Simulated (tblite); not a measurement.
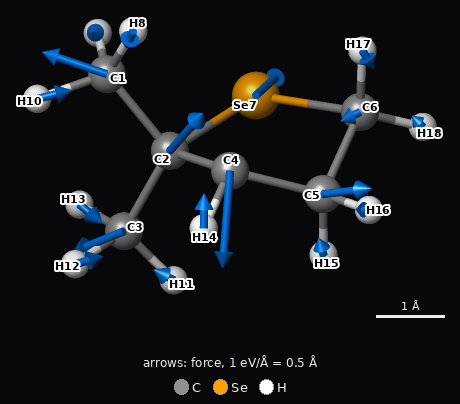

Starting geometry of C$_{6}$H$_{11}$Se (multiplicity 2) with the computed forces as blue arrows. A ball-and-stick model, seen face on.

Theory: tblite, GFN2-xTB geometry optimisation, gas phase. 

Question: Is this structure relaxed? If not, where do the atoms go?

Answer: It isn't relaxed: the largest force vector, on a C atom, is 2.90 eV/Å. The final displacements have little in common with the starting forces (cosine between the two patterns 0.21). The largest move after the best rigid fit is that of an H atom, 2.02 Å. Largest moves by element: H 2.02 Å, Se 1.39 Å, C 0.78 Å. Near-neighbour distances that change, for instance: C–Se 2.746 → 4.802 Å, C–Se 1.952 → 3.671 Å, C–Se 2.873 → 3.649 Å, C–Se 2.680 → 3.377 Å. Bonds break, among them: C–Se (1.95 → 3.67 Å). Bond angles that change, for instance: C–C–C 110.5° → 127.5°, C–C–Se 96.8° → 113.2°, C–C–C 108.6° → 120.9°. Over 167 geometry steps the energy falls by 37.1 kcal/mol.
